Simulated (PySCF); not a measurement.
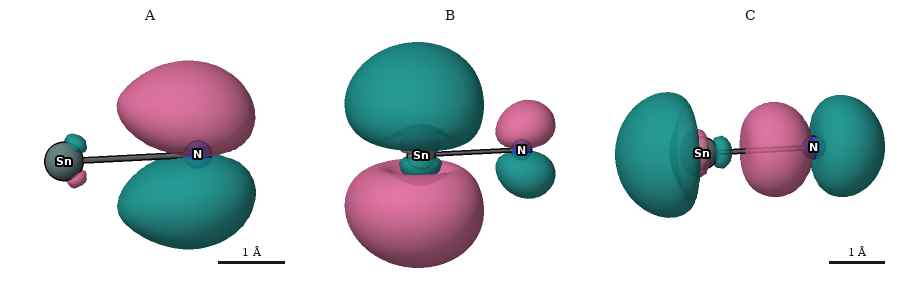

Figure 1: SnN (charge +1, triplet). Three frontier α-spin orbitals, each drawn at the value that holds 80 % of its norm (teal and pink are the two phases), in no order; of a degenerate pair one member is drawn.

Core potentials replace the inner electrons of Sn.

Computed with PBE0/def2-TZVPPD, non-relativistic Hamiltonian with scalar-relativistic core potentials where named, at a bond length of 2.117 Å in PySCF 2.14.0.

Question: Name the orbitals and rank them from lowest to highest energy.

Answer: Orbital A: π, occupied in this spin, −15.44 eV; mainly on N (85 %).
Orbital C: σ, occupied in this spin, −14.06 eV; shared between the atoms (Sn 40 %, N 60 %).
Orbital B: π, empty in this spin, −9.17 eV; mainly on Sn (90 %).
